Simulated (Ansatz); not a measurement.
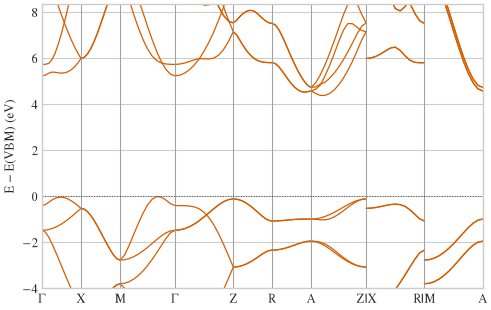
Figure: Band structure from r²SCAN (plane waves, PAW; program Ansatz)

The gap is 4.38 eV; an edge lies off the plotted path or next to a special point (maximum off the standard path, minimum on the A–Z line, 21 % of the way from A).

The material is MgH$_{2}$ (rutile, P4_2/mnm).

The cell was relaxed with r²SCAN under the symmetry of its start.

Potentials: the later of the program's two PAW sets.
